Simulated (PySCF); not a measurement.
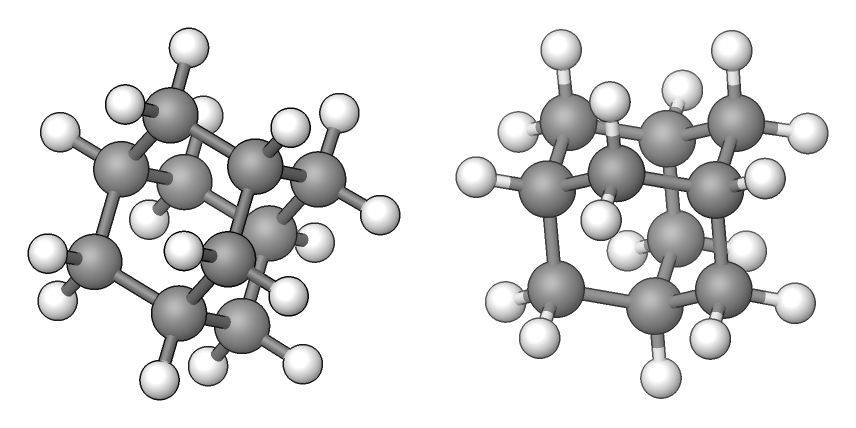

Two views of one molecule. Colours: carbon grey, hydrogen white.

**Give the formula.**

C₁₀H₁₆, 26 atoms: 10 carbon and 16 hydrogen.

**Describe its rings.**

Independent rings (smallest set): 3 of 6 members.

**What is its SMILES?**

C1C2CC3CC1CC(C2)C3

**How many bonds of each kind are drawn?**

16 C–H, 12 C–C.

More results for the same structure follow; atom numbers are the same in all pictures, views and colours differ. The computed structure is the end point of a PBE0-D3(BJ)/def2-SVP optimisation. No frequency run is at hand to confirm it as a minimum.

### Shape

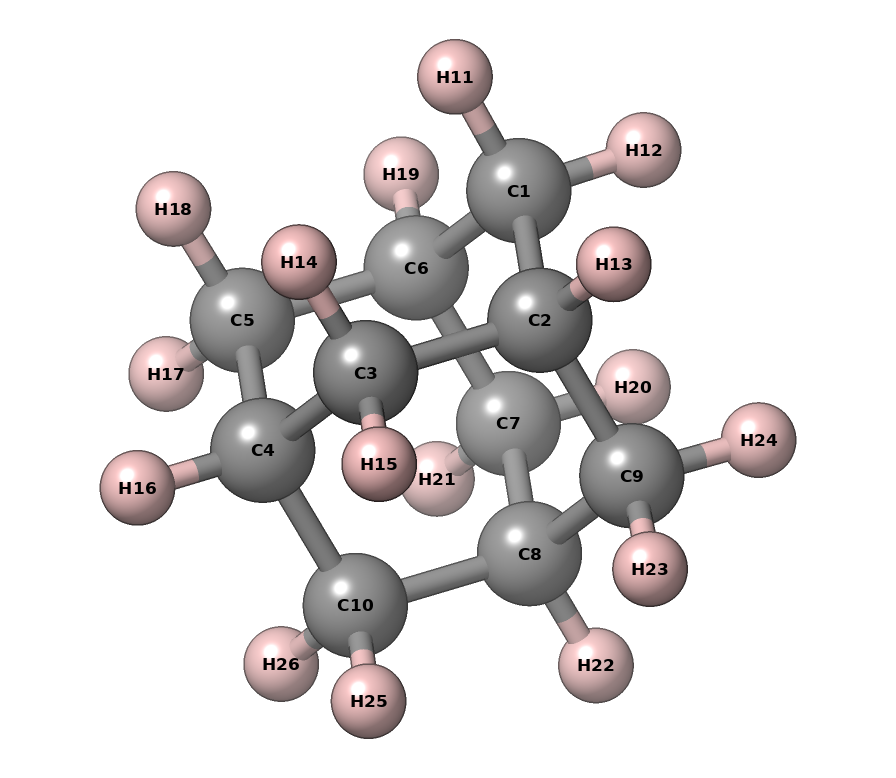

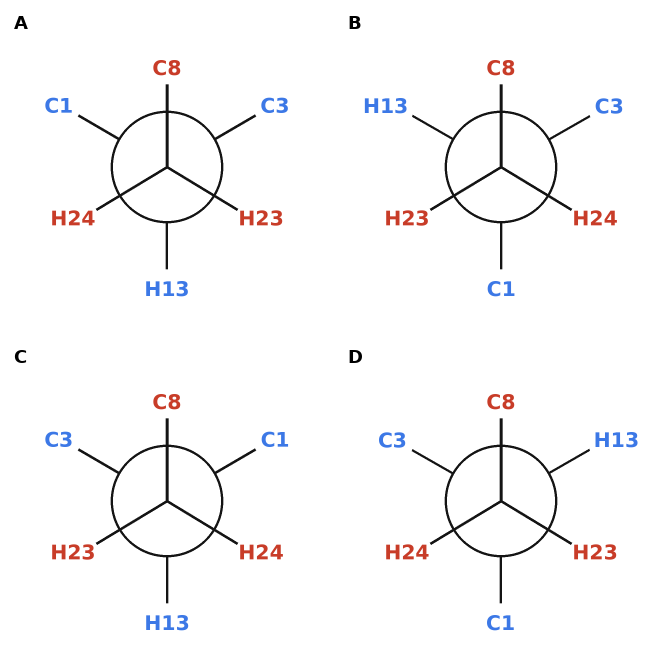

Distant atoms are faded towards the background colour. Bonds that would overlap in a projection are set slightly apart. No frequency run is at hand to confirm it as a minimum.

**Which Newman projection shows the view along C9–C2, with C9 in front?**

A. The torsion angle C8–C9–C2–C1 is −60°, synclinal (gauche).

### Levels of theory compared

No frequency run is at hand to confirm it as a minimum. Program: PySCF 2.14.0.

Tabulate HOMO energy (eV), HOMO–LUMO gap (eV) at these levels: PBE0/pcSseg-1 in chloroform (IEF-PCM); PBE0/pcSseg-1 in dichloromethane (IEF-PCM); PBE0/pcSseg-1 in dimethylsulfoxide (IEF-PCM); WP04/pcSseg-1 in chloroform (IEF-PCM); ωB97X-D/pcSseg-1 in chloroform (IEF-PCM).

```json
{"level": "PBE0/pcSseg-1 in chloroform (IEF-PCM)", "HOMO energy (eV)": "−7.74", "HOMO–LUMO gap (eV)": "8.88"}
{"level": "PBE0/pcSseg-1 in dichloromethane (IEF-PCM)", "HOMO energy (eV)": "−7.73", "HOMO–LUMO gap (eV)": "8.89"}
{"level": "PBE0/pcSseg-1 in dimethylsulfoxide (IEF-PCM)", "HOMO energy (eV)": "−7.72", "HOMO–LUMO gap (eV)": "8.89"}
{"level": "WP04/pcSseg-1 in chloroform (IEF-PCM)", "HOMO energy (eV)": "−9.00", "HOMO–LUMO gap (eV)": "8.66"}
{"level": "ωB97X-D/pcSseg-1 in chloroform (IEF-PCM)", "HOMO energy (eV)": "−9.60", "HOMO–LUMO gap (eV)": "12.55"}
```

### Ring current

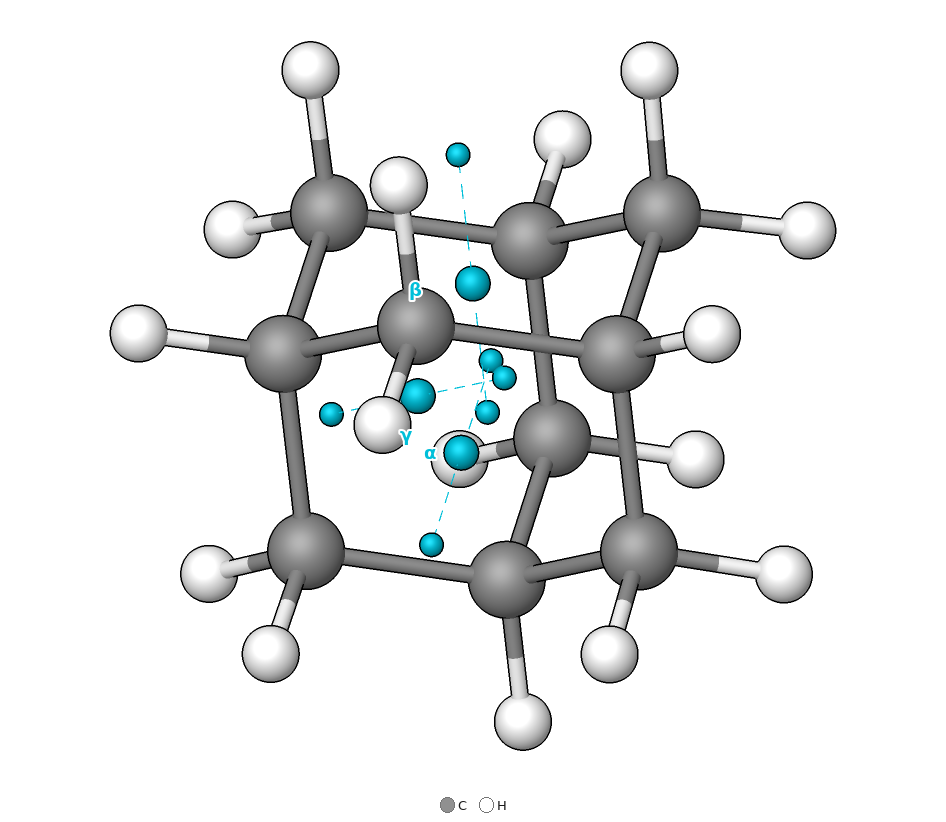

The small points mark where nucleus-independent chemical shifts (NICS) were computed: at the centre of each lettered ring and 1 Å above and below it. No frequency run is at hand to confirm it as a minimum. Method: GIAO PBE0/pcSseg-1 NMR shielding, non-relativistic, IEF-PCM dimethylsulfoxide (PySCF 2.14.0).

Give NICS(0), NICS(1) and the out-of-plane component NICS(1)zz for each ring (means of the two sides).

```csv
ring,members,NICS(0),NICS(1),NICS(1)zz
α,C6,−1.2,−1.2,−2.9
β,C6,−1.2,−1.2,−2.9
γ,C6,−1.2,−1.2,−2.9
```

Values in ppm.

**What do the values say about the ring currents?**

Ring α: weak, as in a non-aromatic ring. Ring β: weak, as in a non-aromatic ring. Ring γ: weak, as in a non-aromatic ring. NICS is one index among several.

### NMR shielding

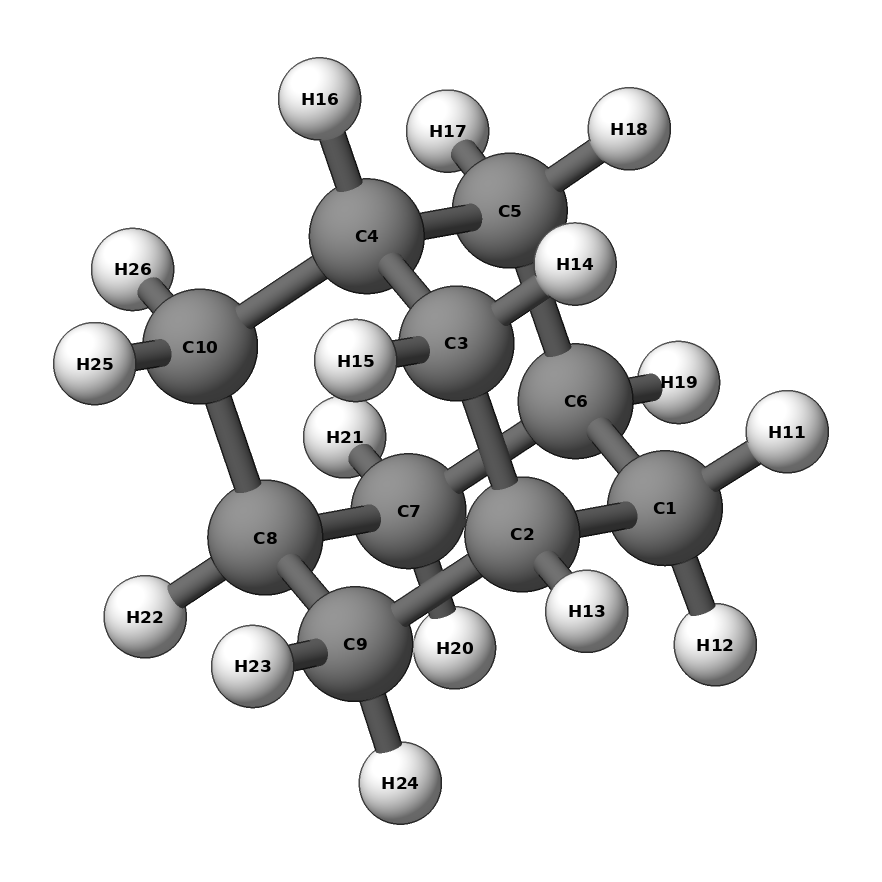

No frequency run is at hand to confirm it as a minimum. Level of theory: GIAO PBE0/pcSseg-1 NMR shielding, non-relativistic, IEF-PCM dimethylsulfoxide (PySCF 2.14.0). Principal shieldings σ11 ≤ σ22 ≤ σ33, span Ω = σ33 − σ11, skew κ = 3(σiso − σ22)/Ω.

**Which C atom has the most anisotropic shielding?**

C2, C4, C6, C8, with a span of 12 ppm.

Give the shielding tensors of the C atoms.

| atom | σ11 | σ22 | σ33 | σiso | Ω | κ |
| --- | --- | --- | --- | --- | --- | --- |
| C1, C3, C5… | 139.4 | 145.2 | 149.6 | 144.7 | 10.2 | −0.14 |
| C2, C4, C6… | 150.3 | 150.3 | 162.0 | 154.2 | 11.6 | 1.00 |

Shieldings and span in ppm.

### Charges

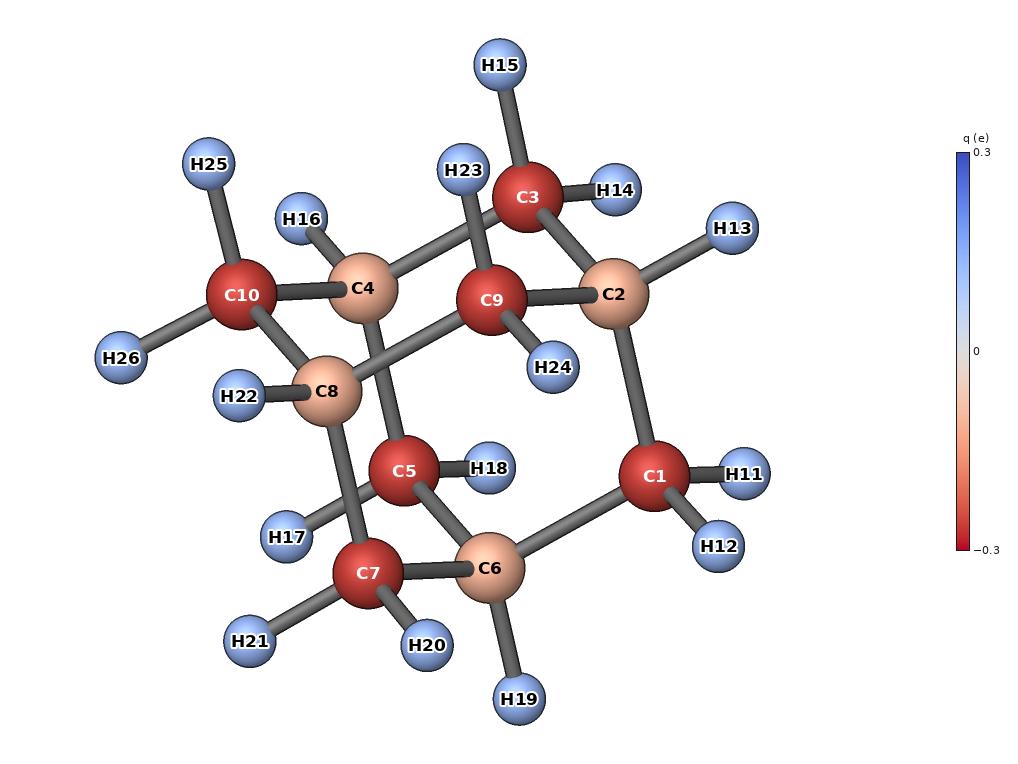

Atoms are coloured by their IAO charges. No frequency run is at hand to confirm it as a minimum. Level of theory: PBE0/pcSseg-1 in chloroform (IEF-PCM) (PySCF 2.14.0).

**Which atom carries the highest charge (most positive or least negative)?**

H13, H16, H19, H22 (0.13 e).

**And the lowest?**

C1, C3, C5, C7, C9, C10 (−0.26 e).

List the IAO charges.

```tsv
atom	value (e)
C1	−0.26
C2	−0.11
C3	−0.26
C4	−0.11
C5	−0.26
C6	−0.11
C7	−0.26
C8	−0.11
C9	−0.26
C10	−0.26
H11	0.12
H12	0.12
H13	0.13
H14	0.12
H15	0.12
H16	0.13
H17	0.12
H18	0.12
H19	0.13
H20	0.12
H21	0.12
H22	0.13
H23	0.12
H24	0.12
H25	0.12
H26	0.12
```
